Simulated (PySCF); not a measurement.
# Nb(OH)₃: relaxation and vibrations of the triplet

Where does triplet Nb(OH)₃ go from a PBE0 minimum start, is the end point a minimum, and what are its modes, charges and moments?

Computed with PySCF 2.14.0. Level: B3LYP, basis Nb def2-SVP with ECP28, O def2-SVP, H def2-SVP, scalar-relativistic core potentials, no spin–orbit coupling, density fitting.

## 1. The starting structure

7 atoms, charge 0, spin multiplicity 3.

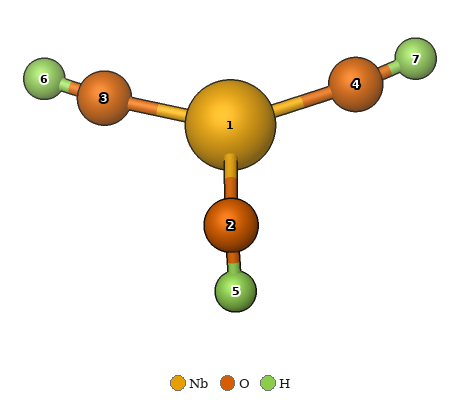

As it starts; niobium amber, oxygen orange, hydrogen green; atoms are numbered from 1 in the order of the file.

Coordinates in bohr (charge 0 multiplicity 3):
```
Nb    0.0012    0.1458    0.0000
O     0.0000   -3.5011    0.0000
O     0.0439    1.3307    3.3497
O     0.0439    1.3307   -3.3497
H    -1.5560   -4.4550    0.0000
H     0.0261    2.1689    4.9497
H     0.0261    2.1689   -4.9497
```

## 2. The SCF at the typed geometry

The steps below are one call of a driver around PySCF. For each, scf.py gives the equivalent set-up of the SCF; relaxations use the driver's own optimiser. After this first run the driver tries any further starts and a stability analysis.

Contents of scf.py:

```python
from pyscf import gto, scf, dft
mol = gto.M(atom='''
Nb     0.000640     0.077170     0.000000
O      0.000000    -1.852720    -0.000000
O      0.023210     0.704190     1.772590
O      0.023210     0.704200    -1.772590
H     -0.823420    -2.357480    -0.000000
H      0.013790     1.147730     2.619270
H      0.013790     1.147730    -2.619270''',
    basis={'Nb': 'def2-SVP', 'O': 'def2-SVP', 'H': 'def2-SVP'},
    ecp={'Nb': 'def2-SVP'},
    charge=0, spin=2)
mf = dft.UKS(mol, xc='B3LYP')
mf.grids.atom_grid = (50, 194)
aux = {'Nb': 'def2-universal-JKFIT', 'O': 'def2-universal-JKFIT', 'H': 'def2-universal-JKFIT'}
mf = mf.density_fit(auxbasis=aux)
mf.conv_tol = 1e-08
mf.diis_space = 10
mf.max_cycle = 60
mf.init_guess = 'minao'
mf.verbose = 4
mf.kernel()
```

The run is started by

```sh
$ OMP_NUM_THREADS=4 python axn.py task.json out
```

What it wrote:

```text
init E= -277.359067911876
[... the frontier-level lines of each cycle are left out ...]
cycle= 1 E= -283.433058234144  delta_E= -6.07  |g|= 1.28  |ddm|= 2.99
cycle= 2 E= -282.354762951958  delta_E= 1.08  |g|= 1.63  |ddm|= 4.53
cycle= 3 E= -284.31078866249  delta_E= -1.96  |g|= 0.405  |ddm|= 4.03
cycle= 4 E= -284.354257339968  delta_E= -0.0435  |g|= 0.33  |ddm|= 0.444
cycle= 5 E= -284.394487014083  delta_E= -0.0402  |g|= 0.0302  |ddm|= 0.209
cycle= 6 E= -284.394603082512  delta_E= -0.000116  |g|= 0.0269  |ddm|= 0.0409
cycle= 7 E= -284.394880387438  delta_E= -0.000277  |g|= 0.00672  |ddm|= 0.023
cycle= 8 E= -284.394907489064  delta_E= -2.71e-05  |g|= 0.00105  |ddm|= 0.00845
cycle= 9 E= -284.394909640713  delta_E= -2.15e-06  |g|= 0.000358  |ddm|= 0.00377
cycle= 10 E= -284.394909763956  delta_E= -1.23e-07  |g|= 0.000132  |ddm|= 0.000797
cycle= 11 E= -284.394909776839  delta_E= -1.29e-08  |g|= 4.19e-05  |ddm|= 0.000224
cycle= 12 E= -284.394909778346  delta_E= -1.51e-09  |g|= 1.41e-05  |ddm|= 8.91e-05
Extra cycle  E= -284.394909778367  delta_E= -2.09e-11  |g|= 1.98e-05  |ddm|= 4.35e-05
converged SCF energy = -284.394909778367  <S^2> = 2.0037162  2S+1 = 3.0024765
```

This step, with its further starts and checks, took 10 s on 4 threads of Intel Xeon 6975P-C (Granite Rapids), shared host.

Energies from each starting density:

| start | energy (Eh) |
| --- | --- |
| the minimal-basis guess | -284.394910 |
| a thermally smeared density | -284.394910 |
| a smeared PBE density | -284.394910 |

No lower solution of this spin turned up from the other starts or in the test of internal stability.

## 3. Relaxation: PBE0 minimum start, triplet

The program finds Cs symmetry in the start, which this walk keeps. The walk stops when the largest gradient is under 0.0003 Eh/bohr and the energy has settled too.

Edit scf.py of step 2 so:

```diff
@@ -3,7 +3,7 @@
-Nb     0.000640     0.077170     0.000000
-O      0.000000    -1.852720    -0.000000
-O      0.023210     0.704190     1.772590
-O      0.023210     0.704200    -1.772590
-H     -0.823420    -2.357480    -0.000000
-H      0.013790     1.147730     2.619270
-H      0.013790     1.147730    -2.619270''',
+Nb     0.000641     0.077170     0.000000
+O      0.000001    -1.852720    -0.000001
+O      0.023211     0.704194     1.772590
+O      0.023211     0.704196    -1.772590
+H     -0.823419    -2.357480    -0.000001
+H      0.013791     1.147728     2.619271
+H      0.013791     1.147731    -2.619269''',
@@ -20 +19,0 @@
-mf.init_guess = 'minao'
```

The optimiser's trace:

| step | energy (Eh) | change (kJ/mol) | largest symmetric gradient (Eh/bohr) |
| --- | --- | --- | --- |
| 0 | -284.394910 | 0.00 | 0.00364 |
| 1 | -284.395130 | -0.58 | 0.00098 |
| 2 | -284.395136 | -0.59 | 0.00031 |
| 3 | -284.395137 | -0.60 | 0.00027 |

The walk took 6.6 s.

Positions (Å) and forces (eV/Å) along the way:

```
step 0
Nb   0.001   0.077   0.000   0.008   0.083   0.000
O    0.000  -1.853   0.000   0.133  -0.187   0.000
O    0.023   0.704   1.773   0.007   0.042   0.174
O    0.023   0.704  -1.773   0.007   0.042  -0.174
H   -0.823  -2.357   0.000  -0.152  -0.129   0.000
H    0.014   1.148   2.619  -0.001   0.074   0.153
H    0.014   1.148  -2.619  -0.001   0.074  -0.153
step 1
Nb   0.002   0.078   0.000   0.008   0.051   0.000
O    0.001  -1.861   0.000  -0.006  -0.044   0.000
O    0.024   0.708   1.782   0.003   0.003   0.011
O    0.024   0.708  -1.782   0.003   0.003  -0.011
H   -0.827  -2.366   0.000  -0.007  -0.025   0.000
H    0.014   1.152   2.631  -0.001   0.007   0.017
H    0.014   1.152  -2.631  -0.001   0.007  -0.017
step 2
Nb   0.004   0.078   0.000   0.003   0.014   0.000
O    0.000  -1.862   0.000  -0.009   0.003   0.000
O    0.024   0.709   1.783   0.004   0.001  -0.003
O    0.024   0.709  -1.783   0.004   0.001   0.003
H   -0.827  -2.368   0.000  -0.001  -0.015   0.000
H    0.013   1.153   2.632  -0.001  -0.002  -0.001
H    0.013   1.153  -2.632  -0.001  -0.002   0.001
step 3
Nb   0.001   0.079   0.000   0.009  -0.003   0.000
O   -0.001  -1.862   0.000  -0.013   0.014   0.000
O    0.024   0.709   1.783   0.000   0.002  -0.004
O    0.024   0.709  -1.783   0.000   0.002   0.004
H   -0.826  -2.370   0.000   0.004  -0.009   0.000
H    0.014   1.153   2.633   0.000  -0.003  -0.002
H    0.014   1.153  -2.633   0.000  -0.003   0.002
```

It settles in Cs symmetry, 0.6 kJ/mol below the start, after 3 steps: Nb–O 1.891 Å (×2), Nb–O 1.942 Å, O–H 0.959 Å (×2), O–H 0.969 Å; H–O–Nb 121.6°, H–O–Nb 171.8° (×2), O–Nb–O 109.5° (×2), O–Nb–O 141.1°.

## 4. Vibrations and properties at this point

On the finer grid the gradient is checked again; gradients at displacements of ±0.02 bohr then give force constants and infrared intensities.

Edit scf.py of step 3 so:

```diff
@@ -3,7 +3,7 @@
-Nb     0.000641     0.077170     0.000000
-O      0.000001    -1.852720    -0.000001
-O      0.023211     0.704194     1.772590
-O      0.023211     0.704196    -1.772590
-H     -0.823419    -2.357480    -0.000001
-H      0.013791     1.147728     2.619271
-H      0.013791     1.147731    -2.619269''',
+Nb     0.003182     0.078682     0.000000
+O     -0.003096    -1.861993    -0.000001
+O      0.024822     0.708302     1.782922
+O      0.024822     0.708304    -1.782921
+H     -0.826373    -2.373850    -0.000001
+H      0.012820     1.151170     2.633313
+H      0.012820     1.151173    -2.633312''',
@@ -14 +14 @@
-mf.grids.atom_grid = (50, 194)
+mf.grids.atom_grid = (75, 302)
@@ -17 +17 @@
-mf.conv_tol = 1e-08
+mf.conv_tol = 1e-10
```

This SCF starts from the last density.

Log of the central SCF (cycles and frontier levels):

```text
init E= -284.395228561429
[... the frontier-level lines of each cycle are left out ...]
cycle= 1 E= -284.395228561092  delta_E= 3.38e-10  |g|= 3.15e-05  |ddm|= 3.35e-05
cycle= 2 E= -284.395228559437  delta_E= 1.65e-09  |g|= 6.95e-05  |ddm|= 7.36e-05
cycle= 3 E= -284.395228561519  delta_E= -2.08e-09  |g|= 7.73e-07  |ddm|= 5.06e-05
cycle= 4 E= -284.39522856152  delta_E= -3.98e-13  |g|= 1.78e-07  |ddm|= 6.9e-07
Extra cycle  E= -284.395228561521  delta_E= -9.66e-13  |g|= 2.95e-07  |ddm|= 7.35e-07
converged SCF energy = -284.395228561521  <S^2> = 2.0038351  2S+1 = 3.0025557
```

The whole step took 90 s.

Geometry: Cs; Nb–O 1.891 Å (×2), Nb–O 1.941 Å, O–H 0.959 Å (×2), O–H 0.969 Å; H–O–Nb 122.1°, H–O–Nb 171.8° (×2), O–Nb–O 109.5° (×2), O–Nb–O 141.1°.

Harmonic modes (main isotopes):

| symmetry | ω (cm⁻¹) | IR (km/mol) | μ (u) |
| --- | --- | --- | --- |
| a' | 97 | 36.5 | 2.68 |
| a' | 160 | 1.4 | 4.74 |
| a'' | 160 | 2.1 | 5.65 |
| a'' | 228 | 71.6 | 1.12 |
| a' | 281 | 199 | 1.26 |
| a'' | 352 | 24.2 | 1.16 |
| a' | 353 | 186 | 1.46 |
| a'' | 407 | 99.7 | 1.16 |
| a' | 644 | 206 | 1.27 |
| a' | 674 | 64.9 | 5.27 |
| a' | 719 | 35.4 | 8.31 |
| a'' | 729 | 271 | 10.02 |
| a' | 3766 | 53.7 | 1.07 |
| a'' | 3964 | 477 | 1.07 |
| a' | 3969 | 101 | 1.07 |

μ is the mass of the mode for normalised Cartesian displacements, not the reduced mass of the usual diatomic formula.

No imaginary mode, so this is a minimum.

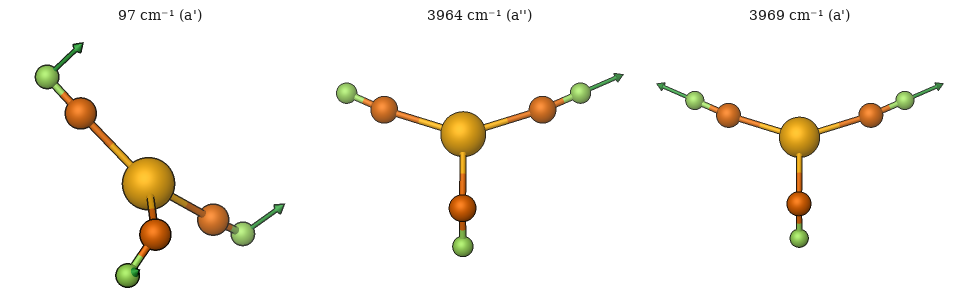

How the atoms move in 3 of the modes.

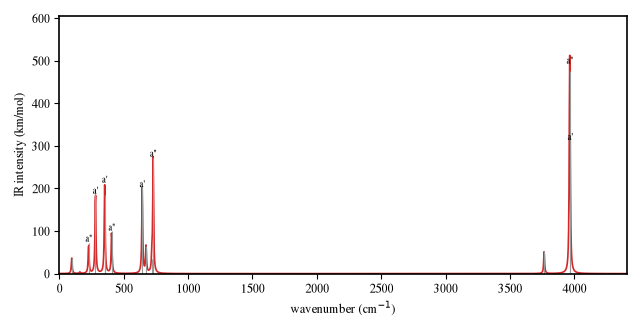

The harmonic infrared spectrum (widths in cm⁻¹). Lines are broadened to a width of 8 cm⁻¹ (Lorentzian).

Properties at this point:

```
Dipole moment                                                   : 2.41 D
Highest occupied level                                          : -4.23 eV
Lowest empty level                                              : -1.76 eV
Rotational constants                                            : 0.2078, 0.145, 0.08593 cm⁻¹
Zero-point energy                                               : 98.7 kJ/mol
Principal polarisabilities                                      : 49.6, 52.9, 53.0 bohr³
Atomisation energy without zero-point energy                    : 2794 kJ/mol
Principal traceless quadrupole moments about the centre of mass : -9.50, 1.91, 7.59 D Å
Entropy at 298.15 K and 1 bar (electronic part: spin only)      : 357.8 J/(mol K)
Heat capacity Cp at 298.15 K                                    : 105.3 J/(mol K)
Enthalpy at 298.15 K above 0 K                                  : 21.58 kJ/mol
Rotational symmetry number                                      : 1
Spin squared ⟨S²⟩                                               : 2.004
```

Charges (e) and bond orders:

```json
{"atom": "Nb1", "Mulliken": "0.75", "Löwdin": "0.17", "polar tensor": "1.64", "spin (Mulliken)": "2.02", "Mayer order to Nb1": "–"}
{"atom": "O2", "Mulliken": "-0.44", "Löwdin": "-0.18", "polar tensor": "-0.83", "spin (Mulliken)": "0.01", "Mayer order to Nb1": "1.18"}
{"atom": "O3,4", "Mulliken": "-0.45", "Löwdin": "-0.14", "polar tensor": "-0.91", "spin (Mulliken)": "-0.02", "Mayer order to Nb1": "1.19"}
{"atom": "H5", "Mulliken": "0.19", "Löwdin": "0.09", "polar tensor": "0.27", "spin (Mulliken)": "0.02", "Mayer order to Nb1": "0.04"}
{"atom": "H6,7", "Mulliken": "0.20", "Löwdin": "0.10", "polar tensor": "0.38", "spin (Mulliken)": "0.00", "Mayer order to Nb1": "0.05"}
```

Mulliken populations on Nb1 (outside its core potential): s 2.51, p 6.41, d 3.24, f 0.08.

## 5. Results

```
                                          quantity                                                                                                                                                         value
                                           minimum                                                                                                                                                   triplet, Cs
                                          geometry                          Nb–O 1.891 Å (×2), Nb–O 1.941 Å, O–H 0.959 Å (×2), O–H 0.969 Å; H–O–Nb 122.1°, H–O–Nb 171.8° (×2), O–Nb–O 109.5° (×2), O–Nb–O 141.1°
                                wavenumbers (cm⁻¹)  97 (a'), 160 (a'), 160 (a''), 228 (a''), 281 (a'), 352 (a''), 353 (a'), 407 (a''), 644 (a'), 674 (a'), 719 (a'), 729 (a''), 3766 (a'), 3964 (a''), 3969 (a')
                                     dipole moment                                                                                                                                                        2.41 D
highest occupied, lowest empty level (either spin)                                                                                                                                               -4.23, -1.76 eV
                        polar-tensor charge of Nb1                                                                                                                                                       +1.64 e
                                 zero-point energy                                                                                                                                                   98.7 kJ/mol
                               entropy at 298.15 K                                                                                                                                               357.8 J/(mol K)
         atomisation energy (no zero-point energy)                                                                                                                                                   2794 kJ/mol
                                              ⟨S²⟩                                                                                                                                                         2.004
```

**Reading.** The molecule stays Cs, as typed, and the end point is a minimum. The strongest infrared band lies at 3964 cm⁻¹ (a''). Most of the spin sits on Nb1 (Mulliken spin 2.02, against 2 for the whole molecule). Only this shape and spin were tried, so other structures or states may lie lower. Open d and f shells are described by one determinant, and the ground state may have another occupation or spin.

The search up to here took 1.8 min.
